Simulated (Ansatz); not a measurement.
System: C₆H₁₈FN₃Zr.

Input file:

```
crystal:
  periodic: [false, false, false]
  atoms:
    - {symbol: C, position_ang: [-2.703196, 0.156558, -1.320305]}
    - {symbol: N, position_ang: [-1.658426, -0.606539, -0.679296]}
    - {symbol: C, position_ang: [-2.119534, -1.869771, -0.169882]}
    - {symbol: Zr, position_ang: [0.183702, 0.252414, -0.752661]}
    - {symbol: F, position_ang: [0.622051, 0.858419, -2.554312]}
    - {symbol: N, position_ang: [0.183353, 1.792167, 0.576407]}
    - {symbol: C, position_ang: [-0.788179, 2.241291, 1.536831]}
    - {symbol: C, position_ang: [1.342593, 2.649940, 0.506152]}
    - {symbol: N, position_ang: [1.519915, -1.125969, -0.080491]}
    - {symbol: C, position_ang: [1.810764, -2.189451, -1.012768]}
    - {symbol: C, position_ang: [2.294732, -1.213264, 1.127880]}
    - {symbol: H, position_ang: [-3.513656, 0.410135, -0.620954]}
    - {symbol: H, position_ang: [-3.150810, -0.383137, -2.167613]}
    - {symbol: H, position_ang: [-2.314811, 1.105022, -1.715850]}
    - {symbol: H, position_ang: [-2.903725, -1.737919, 0.590718]}
    - {symbol: H, position_ang: [-2.544807, -2.500865, -0.965095]}
    - {symbol: H, position_ang: [-1.295659, -2.417834, 0.291948]}
    - {symbol: H, position_ang: [-1.651925, 1.573229, 1.545890]}
    - {symbol: H, position_ang: [-0.370787, 2.264713, 2.554712]}
    - {symbol: H, position_ang: [-1.146147, 3.257548, 1.311941]}
    - {symbol: H, position_ang: [2.054921, 2.291636, -0.249470]}
    - {symbol: H, position_ang: [1.883752, 2.686934, 1.463236]}
    - {symbol: H, position_ang: [1.078966, 3.681996, 0.232383]}
    - {symbol: H, position_ang: [2.868634, -2.199568, -1.313454]}
    - {symbol: H, position_ang: [1.574140, -3.178510, -0.593263]}
    - {symbol: H, position_ang: [1.218992, -2.082835, -1.932101]}
    - {symbol: H, position_ang: [3.375872, -1.182913, 0.923634]}
    - {symbol: H, position_ang: [2.095476, -2.149852, 1.670027]}
    - {symbol: H, position_ang: [2.053800, -0.383574, 1.795746]}
basis:
  gaussian: {orbitals: def2-TZVPP}
hamiltonian: {xc: pbe0, dispersion: d4}
output: {orbitals: {seedname: orbitals}}
```

Run with:

```sh
ansatz run in.yaml --threads 11 --pin off --events-out ev --progress --plain --max-ram 110592MiB --backend cuda --devices 0, --max-vram 75GiB
```

Geometry: PBE0-D4/def2-TZVP; core potentials replace the inner electrons of Zr.

These are results of RKS PBE0-D4/def2-TZVPP in Ansatz, not measurements.

What will maps of the electron density and electron localisation function show?

C–N (1.44 Å): the density is about 1.9 e/Å³ at the midpoint; the ELF peaks at about 0.90 between the atoms, as expected for localised, covalent bonding.
Zr–N (2.03 Å): ρ at the midpoint is about 0.84 e/Å³; the ELF peaks at about 0.90 in the valence shell of N, 0.6 Å from its nucleus, and is about 0.30 at the midpoint.
C–Zr (2.95 Å): ρ is about 0.4 e/Å³ halfway; the ELF is about 0.35 at the midpoint.
C–H (1.10 Å): the density is about 2 e/Å³ at the midpoint; the ELF climbs to about 1 towards the hydrogen, as it does in any bond to H: a covalent bond by its length.

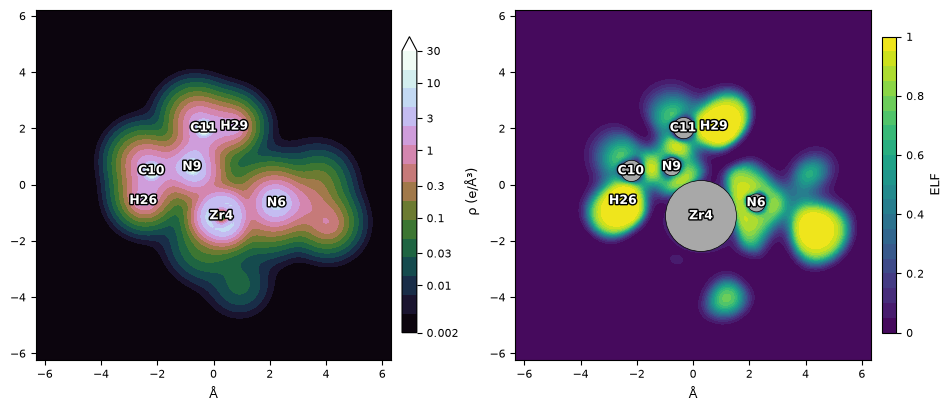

Computed electron density and electron localisation function on the plane of atoms Zr4, N9 and C11, in this order. Grey discs cover the atomic cores in the ELF map. 
